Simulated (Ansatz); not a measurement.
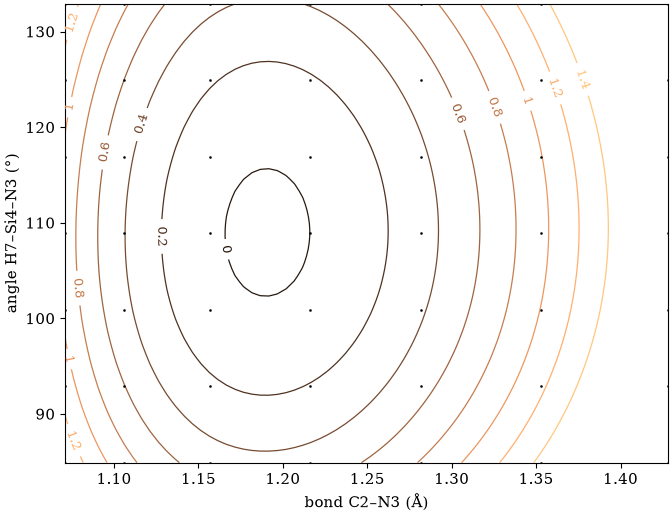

Energy landscape of CH₃NOSi, SMILES O=C=N[SiH3]. Two internal coordinates are moved rigidly from the geometry relaxed at PBE0-D4/def2-TZVP, all others fixed. The first coordinate is: bond C2–N3; the second: angle H7–Si4–N3. The grid has 7 × 7 points. Energies are in eV, from the lowest grid point. All numbers below come from RKS PBE0-D4/def2-TZVPP (Ansatz 0.2.0).

Drawn: contour lines labelled in eV (none above 1.4), dots at the grid points. Between grid points the surface is interpolated. 

### Where are the wells?

The lowest grid point is at bond C2–N3 = 1.216 Å, angle H7–Si4–N3 = 108.9°. The bottom of the well lies between grid points, at about bond C2–N3 = 1.190 Å, angle H7–Si4–N3 = 109°, about 0.034 eV lower on the interpolated surface. It is the only kind of minimum in the scanned range. The highest grid point, bond C2–N3 = 1.428 Å, angle H7–Si4–N3 = 84.9°, lies 2.29 eV above the lowest. Round the minimum the two coordinates are nearly uncoupled.
